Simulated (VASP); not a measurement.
Input:

```
CELL_PARAMETERS angstrom
      0.00000     1.93459     1.93459
      1.93459     0.00000     1.93459
      1.93459     1.93459     0.00000
ATOMIC_POSITIONS crystal
  Pd 0.00000 0.00000 0.00000
```

Calculation: PBEsol GGA, VASP's PBE PAW potentials (set 64) (plane waves; VASP). Run with 400 eV cut-off, 18×18×18 Γ-centred mesh, tetrahedra with Blöchl corrections, potentials Pd.

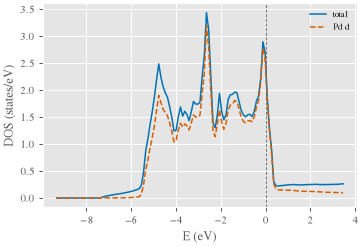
Total and projected density of states, zero at the Fermi level

Within 2 eV below the Fermi level the largest weight inside VASP's projection spheres is Pd d.

It has no gap at this level: it comes out as a metal or semimetal.

The structure comes from a measured Pd entry (Fm-3m) of the Crystallography Open Database, whose conditions weren't checked. It was relaxed first.
